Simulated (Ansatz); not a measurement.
# F− with Br₂: structure and interaction energy

How do F− and Br₂ sit together, how strongly do they interact, and which methods get it right?

The runs use Ansatz 0.2.0, Gaussian basis; PBE0-D4 structure, single points in def2-TZVPPD.

Levels: PBE-D4, revPBE-D4, BLYP-D4, r2SCAN-D4, B97M-V, PBE0-D4, B3LYP-D4, HSE06-D4, wB97X-V, wB97M-V, B2PLYP, Hartree-Fock, MP2, CCSD, CCSD(T). The reference is CCSD(T) extrapolated to the basis limit. For elements past Ar these valence bases correlate outer-core shells poorly and lack relativity, so that limit is rough.

Cores are frozen in the correlated methods. Filled d shells of the heavier atoms are correlated. B3LYP uses VWN-RPA correlation. B2PLYP carries no dispersion term here.

163 further runs of the same task are left out: 163 set aside as unsound or not needed. Runs told in other sessions of the task aren't counted.

### 1 Starting geometry

The pair, from a GFN2-xTB docking trial: 3 atoms, charge -1, spin multiplicity 1.

Atoms are counted from 1 here; the program's logs count them from 0.

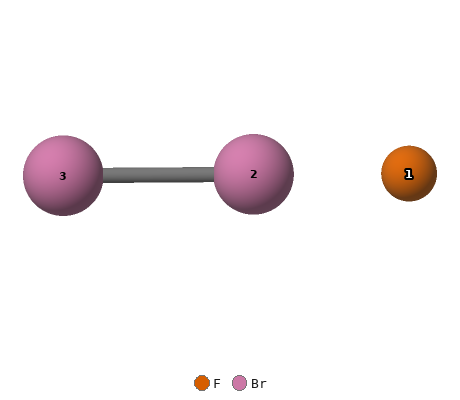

The starting geometry (fluorine orange, bromine pink); atoms are numbered from 1 in the order of the file.

As a file:

```xyz
3
Br2F
F     0.0007    0.0098   -2.2070
Br    0.0002    0.0026   -0.1526
Br   -0.0009   -0.0125    2.3595
```

Atoms 1 to 1 are fragment A (F−), the rest fragment B (Br₂).

### 2 A first relaxation in a small basis

Contents of pre/in.yaml:

```yaml
crystal:
  periodic: [false, false, false]
  atoms:
    - {symbol: F, position_ang: [0.000700, 0.009800, -2.207000]}
    - {symbol: Br, position_ang: [0.000200, 0.002600, -0.152600]}
    - {symbol: Br, position_ang: [-0.000900, -0.012500, 2.359500]}
basis:
  gaussian: {orbitals: def2-SVPD}
total_charge: -1
hamiltonian: {xc: pbe, dispersion: d4}
relax: {f_tol: 0.03, max_steps: 250}
```

Started as:

```
$ ansatz run in.yaml --threads 4 --pin off --events-out ev --progress --plain --max-ram 9574MiB
```

Log, cut to the lines that bear on the results:

```text
Functional definition: PBE
  name "PBE"
  cite "Perdew, Burke & Ernzerhof, Phys. Rev. Lett. 77, 3865 (1996) doi:10.1103/PhysRevLett.77.3865"
  parent pbe
[...]
1063 factors; their error is unknown
[...]
mean field -142769.80477916 eV, -5246.6935527846 hartree, gradient 1.1e-5 eV, S^2 0.000000; 0 other end points of the search recorded, 0 dependent functions left out
[...]
reference -142769.80481977 eV, -5246.6935542770 hartree; 40, 40 occupied and 65, 65 virtual orbitals, 1063 factors
relax step   1: F+E_penalty+E_count = -142769.86686119 eV  Δ(F+E_penalty+E_count) = +0.000e0 eV  max|allowed force component| = 5.902e-1 eV/Å  Δτ_max = 0.0000 Å  (27 SCF iters, accepted)
[...]
1063 factors; their error is unknown
mean field -142769.83141362 eV, -5246.6945315831 hartree, gradient 5.1e-5 eV, S^2 0.000000; 1 other end points of the search recorded, 0 dependent functions left out
[...]
reference -142769.83145449 eV, -5246.6945330850 hartree; 40, 40 occupied and 65, 65 virtual orbitals, 1063 factors
Total energy: -142769.89287720 eV, -5246.6967903281 hartree
Atom 0 at     0.000800     0.011095    -2.226139 Å, force    -0.000043    -0.000555    -0.001246 eV/Å
Atom 1 at     0.000045     0.000615    -0.190318 Å, force     0.000077     0.000989     0.002367 eV/Å
Atom 2 at    -0.000845    -0.011810     2.416357 Å, force    -0.000034    -0.000433    -0.001121 eV/Å
Dipole moment:    -0.000193    -0.002685     0.526242 e Å
```

Run time: 1.9 s. Hardware: 4 threads of Intel Xeon 6975P-C, shared host.

Along the way:

```
step  energy from step 1 (eV)  largest force component (eV/Å)
   1                   0.0000                          0.5902
   2                  -0.0246                          0.1573
   3                  -0.0256                          0.0791
   4                  -0.0260                          0.0024
```

The bond:

```
   bond  before (Å)  after (Å)  change (Å)
Br2–Br3       2.512      2.607      +0.095
```

### 3 Relaxation at PBE0-D4

Contents of relax/in.yaml:

```yaml
crystal:
  periodic: [false, false, false]
  atoms:
    - {symbol: F, position_ang: [0.000800, 0.011095, -2.226139]}
    - {symbol: Br, position_ang: [0.000045, 0.000615, -0.190318]}
    - {symbol: Br, position_ang: [-0.000845, -0.011810, 2.416357]}
basis:
  gaussian: {orbitals: def2-TZVPD}
total_charge: -1
hamiltonian: {xc: pbe0, dispersion: d4}
relax: {f_tol: 0.005, max_steps: 200}
```

Started as:

```
$ ansatz run in.yaml --threads 4 --pin off --events-out ev --progress --plain --max-ram 9574MiB
```

Log, cut to the lines that bear on the results:

```text
Functional definition: PBE0
  name "PBE0"
  cite "Adamo & Barone, J. Chem. Phys. 110, 6158 (1999) doi:10.1063/1.478522"
[... 2 set-up lines as earlier in the session ...]
[...]
1141 factors; their error is unknown
[...]
mean field -142794.09346570 eV, -5247.5861455516 hartree, gradient 1.6e-5 eV, S^2 0.000000; 0 other end points of the search recorded, 0 dependent functions left out
[...]
reference -142794.13329225 eV, -5247.5876091503 hartree; 40, 40 occupied and 114, 114 virtual orbitals, 1141 factors
Total energy: -142794.18578529 eV, -5247.5895382341 hartree
Atom 0 at     0.000767     0.010640    -2.160829 Å, force    -0.000009    -0.000121    -0.000225 eV/Å
Atom 1 at     0.000067     0.000898    -0.199254 Å, force     0.000017     0.000217    -0.000223 eV/Å
Atom 2 at    -0.000833    -0.011638     2.359983 Å, force    -0.000007    -0.000096     0.000448 eV/Å
Dipole moment:    -0.000149    -0.002070     0.416369 e Å
```

It took 7 s on 4 threads of Intel Xeon 6975P-C, shared host; peak memory 0.43 GiB.

The steps of the relaxation:

```
step  energy from step 1 (eV)  largest force component (eV/Å)
   1                   0.0000                          0.7545
   2                  -0.0359                          0.2847
   3                  -0.0397                          0.1272
   4                  -0.0404                          0.0103
   5                  -0.0404                          0.0004
```

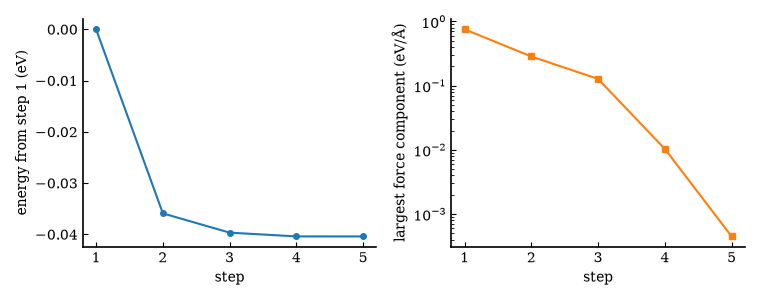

Energy and largest force along the relaxation.

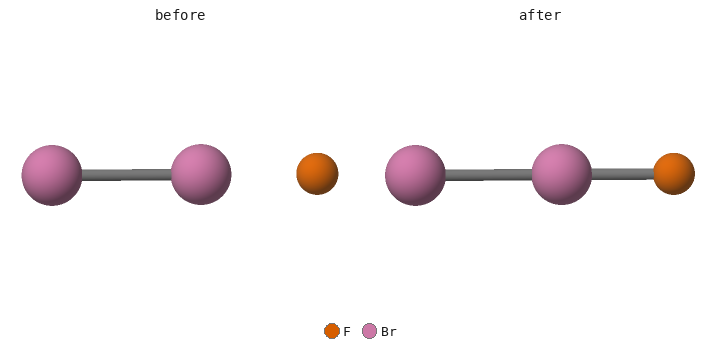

Before and after, at one scale.

Distances of close pairs at the start and the end, largest changes first:

```
   bond  before (Å)  after (Å)  change (Å)
 F1–Br2       2.036      1.962      -0.074
Br2–Br3       2.607      2.559      -0.047
```

The shortest distance between the fragments is F1–Br2, 1.96 Å.

Counterpoise needs three runs a level at this geometry: the pair (ab), and each fragment in the basis of the whole pair, with ghost atoms in place of the other (a, b).

### 4 wB97X-V/def2-TZVPPD

Contents of ab/in.yaml:

```yaml
crystal:
  periodic: [false, false, false]
  atoms:
    - {symbol: F, position_ang: [0.000767, 0.010640, -2.160829]}
    - {symbol: Br, position_ang: [0.000067, 0.000898, -0.199254]}
    - {symbol: Br, position_ang: [-0.000833, -0.011638, 2.359983]}
basis:
  gaussian: {orbitals: "def2-TZVPPD.json"}
total_charge: -1
hamiltonian: {xc: {name: wB97X-V}}
```

Contents of a/in.yaml:

```yaml
crystal:
  periodic: [false, false, false]
  atoms:
    - {symbol: F, position_ang: [0.000767, 0.010640, -2.160829]}
basis:
  gaussian:
    orbitals: "def2-TZVPPD.json"
    ghost_atoms:
      - {symbol: Br, position_ang: [0.000067, 0.000898, -0.199254]}
      - {symbol: Br, position_ang: [-0.000833, -0.011638, 2.359983]}
total_charge: -1
hamiltonian: {xc: {name: wB97X-V}}
```

Contents of b/in.yaml:

```yaml
crystal:
  periodic: [false, false, false]
  atoms:
    - {symbol: Br, position_ang: [0.000067, 0.000898, -0.199254]}
    - {symbol: Br, position_ang: [-0.000833, -0.011638, 2.359983]}
basis:
  gaussian:
    orbitals: "def2-TZVPPD.json"
    ghost_atoms:
      - {symbol: F, position_ang: [0.000767, 0.010640, -2.160829]}
hamiltonian: {xc: {name: wB97X-V}}
```

The basis file named in the input lies beside it (Basis Set Exchange, JSON).

The same command starts each run, in its folder.

Started as:

```
$ ansatz run in.yaml --threads 4 --pin off --events-out ev --progress --plain --max-ram 9574MiB
```

Log of ab, cut to the lines that bear on the results:

```text
Functional definition: wB97X-V
  name "wB97X-V"
  cite "Mardirossian & Head-Gordon, Phys. Chem. Chem. Phys. 16, 9904 (2014) doi:10.1039/C3CP54374A"
  cite "Becke, J. Chem. Phys. 107, 8554 (1997) doi:10.1063/1.475007"
  cite "Vydrov & Van Voorhis, J. Chem. Phys. 133, 244103 (2010) doi:10.1063/1.3521275"
[...]
      + integral(e_c_pw_opposite_spin*poly(b97_u_opposite, cos0, cos1)) + vv10(b, c)
1109 factors; their error is unknown
199 factors; integrals over basis functions are off by at most 1.0e-4 eV
[...]
mean field -142798.93521043 eV, -5247.7640763885 hartree, gradient 2.3e-5 eV, S^2 0.000000; 0 other end points of the search recorded, 0 dependent functions left out
reference -142798.93520757 eV, -5247.7640762834 hartree; 40, 40 occupied and 114, 114 virtual orbitals, 1109 factors
Total energy: -142798.93520757 eV, -5247.7640762834 hartree
```

Output in a, cut to the lines that bear on the results:

```text
[... 5 set-up lines as earlier in the session ...]
[...]
      + integral(e_c_pw_opposite_spin*poly(b97_u_opposite, cos0, cos1)) + vv10(b, c)
1025 factors; their error is unknown
174 factors; integrals over basis functions are off by at most 1.0e-4 eV
[...]
mean field -2717.30915296 eV, -99.8592695130 hartree, gradient 3.6e-5 eV, S^2 0.000000; 0 other end points of the search recorded, 0 dependent functions left out
reference -2717.30915104 eV, -99.8592694424 hartree; 5, 5 occupied and 149, 149 virtual orbitals, 1025 factors
Total energy: -2717.30915104 eV, -99.8592694424 hartree
```

Output in b, cut to the lines that bear on the results:

```text
[... 5 set-up lines as earlier in the session ...]
[...]
      + integral(e_c_pw_opposite_spin*poly(b97_u_opposite, cos0, cos1)) + vv10(b, c)
1104 factors; their error is unknown
201 factors; integrals over basis functions are off by at most 1.0e-4 eV
[...]
mean field -140079.06973804 eV, -5147.8108638694 hartree, gradient 5.8e-5 eV, S^2 0.000000; 0 other end points of the search recorded, 0 dependent functions left out
reference -140079.06973582 eV, -5147.8108637878 hartree; 35, 35 occupied and 119, 119 virtual orbitals, 1104 factors
Total energy: -140079.06973582 eV, -5147.8108637878 hartree
```

They took 2 s (ab), 1.4 s (a), 1.9 s (b) on 4 threads of Intel Xeon 6975P-C, shared host; peak memory 0.5 GiB.

E(ab) − E(a) − E(b) = -2556 meV.

### 5 wB97M-V/def2-TZVPPD

The same edit goes into each in.yaml of step 4 (ab, a, b):

```diff
-hamiltonian: {xc: {name: wB97X-V}}
+hamiltonian: {xc: {name: wB97M-V}}
```

The same command starts each run, in its folder.

Started as:

```
$ ansatz run in.yaml --threads 4 --pin off --events-out ev --progress --plain --max-ram 9574MiB
```

Output in ab, cut to the lines that bear on the results:

```text
Functional definition: wB97M-V
  name "wB97M-V"
  cite "Mardirossian & Head-Gordon, J. Chem. Phys. 144, 214110 (2016) doi:10.1063/1.4952647"
[... 2 set-up lines as earlier in the session ...]
  # Of w^i u^j: cxij and so on, Table III.
[...]
  gx(w, u) = 1 - cx + cx01*u + cx10*w
[...]
1095 factors; their error is unknown
199 factors; integrals over basis functions are off by at most 1.0e-4 eV
[...]
mean field -142804.32463938 eV, -5247.9621342495 hartree, gradient 7.3e-5 eV, S^2 0.000000; 0 other end points of the search recorded, 0 dependent functions left out
reference -142804.32470797 eV, -5247.9621367699 hartree; 40, 40 occupied and 114, 114 virtual orbitals, 1095 factors
Total energy: -142804.32470797 eV, -5247.9621367699 hartree
```

Log of a, cut to the lines that bear on the results:

```text
[... 5 set-up lines as earlier in the session ...]
  # Of w^i u^j: cxij and so on, Table III.
[...]
  gx(w, u) = 1 - cx + cx01*u + cx10*w
[...]
      + integral(e_c_pw_mod_opposite_spin*gos(b97_w_opposite, b97_u_opposite)) + vv10(b, c)
1025 factors; their error is unknown
174 factors; integrals over basis functions are off by at most 1.0e-4 eV
[...]
mean field -2717.60345523 eV, -99.8700849221 hartree, gradient 1.9e-5 eV, S^2 0.000000; 0 other end points of the search recorded, 0 dependent functions left out
reference -2717.60350629 eV, -99.8700867983 hartree; 5, 5 occupied and 149, 149 virtual orbitals, 1025 factors
Total energy: -2717.60350629 eV, -99.8700867983 hartree
```

Log of b, cut to the lines that bear on the results:

```text
[... 5 set-up lines as earlier in the session ...]
  # Of w^i u^j: cxij and so on, Table III.
[...]
  gx(w, u) = 1 - cx + cx01*u + cx10*w
[...]
1090 factors; their error is unknown
201 factors; integrals over basis functions are off by at most 1.0e-4 eV
[...]
mean field -140084.18611531 eV, -5147.9988872659 hartree, gradient 9.5e-6 eV, S^2 0.000000; 0 other end points of the search recorded, 0 dependent functions left out
reference -140084.18617832 eV, -5147.9988895817 hartree; 35, 35 occupied and 119, 119 virtual orbitals, 1090 factors
Total energy: -140084.18617832 eV, -5147.9988895817 hartree
```

Wall times: 2.3 s (ab), 1.4 s (a), 2.5 s (b) on 4 threads of Intel Xeon 6975P-C, shared host; peak memory 0.52 GiB.

E(ab) − E(a) − E(b) = -2535 meV.

### 6 B2PLYP/def2-TZVPPD

Each input of step 5 (ab, a, b) changes in the same lines:

```diff
-hamiltonian: {xc: {name: wB97M-V}}
+hamiltonian: {xc: {name: B2PLYP}}
```

Each run has its own folder and the same command.

Started as:

```
$ ansatz run in.yaml --threads 4 --pin off --events-out ev --progress --plain --max-ram 9574MiB
```

ab printed, cut to the lines that bear on the results:

```text
Functional definition: B2PLYP
  name "B2PLYP"
  cite "Grimme, J. Chem. Phys. 124, 034108 (2006) doi:10.1063/1.2148954"
  cite "Becke, Phys. Rev. A 38, 3098 (1988) doi:10.1103/PhysRevA.38.3098"
  cite "Lee, Yang & Parr, Phys. Rev. B 37, 785 (1988) doi:10.1103/PhysRevB.37.785"
[...]
986 factors; integrals over basis functions are off by at most 1.3e-3 eV
[...]
mean field -142783.24976590 eV, -5247.1876469341 hartree, gradient 8.5e-6 eV, S^2 0.000000; 0 other end points of the search recorded, 0 dependent functions left out
19 core orbitals not correlated: weight in the atoms' cores, before any rotation towards them, 1.000 or more for the frozen orbitals, at most 0.000 for the correlated occupied ones
reference -142783.24992000 eV, -5247.1876525972 hartree; 21, 21 occupied and 114, 114 virtual orbitals, 986 factors
second order -27.62819042 eV of doubles, -0.00000000 eV of singles
Total energy: -142790.70953142 eV, -5247.4617882604 hartree
```

Log of a, cut to the lines that bear on the results:

```text
[... 5 set-up lines as earlier in the session ...]
[...]
905 factors; integrals over basis functions are off by at most 1.3e-3 eV
[...]
mean field -2714.40605109 eV, -99.7525824871 hartree, gradient 2.9e-6 eV, S^2 0.000000; 2 other end points of the search recorded, 0 dependent functions left out
1 core orbitals not correlated: weight in the atoms' cores, before any rotation towards them, 1.000 or more for the frozen orbitals, at most 0.000 for the correlated occupied ones
reference -2714.40617038 eV, -99.7525868707 hartree; 4, 4 occupied and 149, 149 virtual orbitals, 905 factors
second order -9.45968187 eV of doubles, -0.00000000 eV of singles
Total energy: -2716.96028448 eV, -99.8464488329 hartree
```

Log of b, cut to the lines that bear on the results:

```text
[... 5 set-up lines as earlier in the session ...]
[...]
981 factors; integrals over basis functions are off by at most 1.3e-3 eV
[...]
mean field -140066.43289255 eV, -5147.3464683631 hartree, gradient 3.5e-6 eV, S^2 0.000000; 0 other end points of the search recorded, 0 dependent functions left out
18 core orbitals not correlated: weight in the atoms' cores, before any rotation towards them, 1.000 or more for the frozen orbitals, at most 0.000 for the correlated occupied ones
reference -140066.43303598 eV, -5147.3464736340 hartree; 17, 17 occupied and 119, 119 virtual orbitals, 981 factors
second order -17.98460205 eV of doubles, -0.00000000 eV of singles
Total energy: -140071.28887853 eV, -5147.5249225564 hartree
```

They took 1.5 s (ab), 1.8 s (a), 1.4 s (b) on 4 threads of Intel Xeon 6975P-C, shared host.

E(ab) − E(a) − E(b) = -2460 meV.

### 7 B97M-V/def2-TZVPPD

The same edit goes into each in.yaml of step 6 (ab, a, b):

```diff
-hamiltonian: {xc: {name: B2PLYP}}
+hamiltonian: {xc: {name: B97M-V}}
```

The same command starts each run, in its folder.

Started as:

```
$ ansatz run in.yaml --threads 4 --pin off --events-out ev --progress --plain --max-ram 9574MiB
```

ab printed, cut to the lines that bear on the results:

```text
Functional definition: B97M-V
  name "B97M-V"
  cite "Mardirossian & Head-Gordon, J. Chem. Phys. 142, 074111 (2015) doi:10.1063/1.4907719"
[... 2 set-up lines as earlier in the session ...]
  # Of w^i u^j: cxij and so on, Table III.
[...]
  gx(w, u) = cx00 + cx01*u + cx02*u^2 + (cx10 + cx11*u)*w
[...]
      + integral(e_c_pw_mod_opposite_spin*gos(b97_w_opposite, b97_u_opposite)) + vv10(b, c)
1037 factors; their error is unknown
[...]
mean field -142786.71858889 eV, -5247.3151238279 hartree, gradient 7.4e-6 eV, S^2 0.000000; 0 other end points of the search recorded, 0 dependent functions left out
reference -142786.71867205 eV, -5247.3151268837 hartree; 40, 40 occupied and 114, 114 virtual orbitals, 1037 factors
Total energy: -142786.71867205 eV, -5247.3151268837 hartree
```

Output in a, cut to the lines that bear on the results:

```text
[... 5 set-up lines as earlier in the session ...]
  # Of w^i u^j: cxij and so on, Table III.
[...]
  gx(w, u) = cx00 + cx01*u + cx02*u^2 + (cx10 + cx11*u)*w
[...]
  gos(w, u) = cos00 + cos01*u + cos03*u^3 + cos10*w + cos32*w^3*u^2
[...]
      + integral(e_c_pw_mod_opposite_spin*gos(b97_w_opposite, b97_u_opposite)) + vv10(b, c)
1025 factors; their error is unknown
[...]
mean field -2717.16770272 eV, -99.8540713124 hartree, gradient 1.3e-5 eV, S^2 0.000000; 0 other end points of the search recorded, 0 dependent functions left out
reference -2717.16777424 eV, -99.8540739407 hartree; 5, 5 occupied and 149, 149 virtual orbitals, 1025 factors
Total energy: -2717.16777424 eV, -99.8540739407 hartree
```

Output in b, cut to the lines that bear on the results:

```text
[... 5 set-up lines as earlier in the session ...]
  # Of w^i u^j: cxij and so on, Table III.
[...]
  gx(w, u) = cx00 + cx01*u + cx02*u^2 + (cx10 + cx11*u)*w
[...]
      + integral(e_c_pw_mod_opposite_spin*gos(b97_w_opposite, b97_u_opposite)) + vv10(b, c)
1032 factors; their error is unknown
[...]
mean field -140066.84755286 eV, -5147.3617068484 hartree, gradient 3.8e-5 eV, S^2 0.000000; 0 other end points of the search recorded, 0 dependent functions left out
reference -140066.84763142 eV, -5147.3617097355 hartree; 35, 35 occupied and 119, 119 virtual orbitals, 1032 factors
Total energy: -140066.84763142 eV, -5147.3617097355 hartree
```

They took 1.6 s (ab), 1.1 s (a), 1.8 s (b) on 4 threads of Intel Xeon 6975P-C, shared host.

Interaction energy, ab − a − b: -2703 meV.

### 8 CCSD(T)/def2-TZVPPD

The same edit goes into each in.yaml of step 7 (ab, a, b):

```diff
-hamiltonian: {xc: {name: B97M-V}}
+correlation: {method: ccsd_t}
```

Each run has its own folder and the same command.

Started as:

```
$ ansatz run in.yaml --threads 4 --pin off --events-out ev --progress --plain --max-ram 9574MiB
```

ab printed, cut to the lines that bear on the results:

```text
Functional definition: HF
  name "HF"
  cite "Fock, Z. Phys. 61, 126 (1930) doi:10.1007/BF01340294"
[... 1 set-up line as earlier in the session ...]
[...]
986 factors; integrals over basis functions are off by at most 1.3e-3 eV
[...]
mean field -142705.87829321 eV, -5244.3442977569 hartree, gradient 5.3e-6 eV, S^2 0.000000; 0 other end points of the search recorded, 0 dependent functions left out
19 core orbitals not correlated: weight in the atoms' cores, before any rotation towards them, 1.000 or more for the frozen orbitals, at most 0.000 for the correlated occupied ones
reference -142705.87829321 eV, -5244.3442977569 hartree; 21, 21 occupied and 114, 114 virtual orbitals, 986 factors
second order -22.99687553 eV of doubles, -0.00000000 eV of singles
cycle   1  -22.39528445 eV  change    6.0e-1 eV  update   1.3e-1
[...]
cycle  11  -23.06338764 eV  change    2.7e-5 eV  update   9.5e-6
perturbative correction -0.88250048 eV, -0.0324312943 hartree
Total energy: -142729.82418132 eV, -5245.2242929140 hartree
```

Output in a, cut to the lines that bear on the results:

```text
[... 4 set-up lines as earlier in the session ...]
[...]
905 factors; integrals over basis functions are off by at most 1.3e-3 eV
[...]
mean field -2706.33230377 eV, -99.4558777455 hartree, gradient 8.5e-7 eV, S^2 0.000000; 0 other end points of the search recorded, 0 dependent functions left out
1 core orbitals not correlated: weight in the atoms' cores, before any rotation towards them, 1.000 or more for the frozen orbitals, at most 0.000 for the correlated occupied ones
reference -2706.33230377 eV, -99.4558777455 hartree; 4, 4 occupied and 149, 149 virtual orbitals, 905 factors
second order -7.84377781 eV of doubles, -0.00000000 eV of singles
cycle   1  -7.44337540 eV  change    4.0e-1 eV  update   9.8e-2
[...]
cycle  14  -7.68877443 eV  change   -4.7e-6 eV  update   3.7e-6
perturbative correction -0.26171474 eV, -0.0096178394 hartree
Total energy: -2714.28279293 eV, -99.7480528334 hartree
```

Log of b, cut to the lines that bear on the results:

```text
[... 4 set-up lines as earlier in the session ...]
[...]
981 factors; integrals over basis functions are off by at most 1.3e-3 eV
[...]
mean field -139997.24333802 eV, -5144.8037991326 hartree, gradient 2.3e-6 eV, S^2 0.000000; 0 other end points of the search recorded, 0 dependent functions left out; unrestricted orbitals would lower it
[...]
reference -139997.24333802 eV, -5144.8037991326 hartree; 17, 17 occupied and 119, 119 virtual orbitals, 981 factors
second order -15.06859445 eV of doubles, -0.00000000 eV of singles
cycle   1  -15.02706315 eV  change    4.2e-2 eV  update   7.4e-2
[...]
cycle   9  -15.44139250 eV  change   -1.3e-5 eV  update   2.1e-5
perturbative correction -0.58738516 eV, -0.0215860066 hartree
Total energy: -140013.27211569 eV, -5145.3928458472 hartree
```

Wall times: 7.5 s (ab), 2.2 s (a), 4.8 s (b) on 4 threads of Intel Xeon 6975P-C, shared host; peak memory 0.94 GiB.

Interaction energy, ab − a − b: -2269 meV.

[end of part 1 of 2]
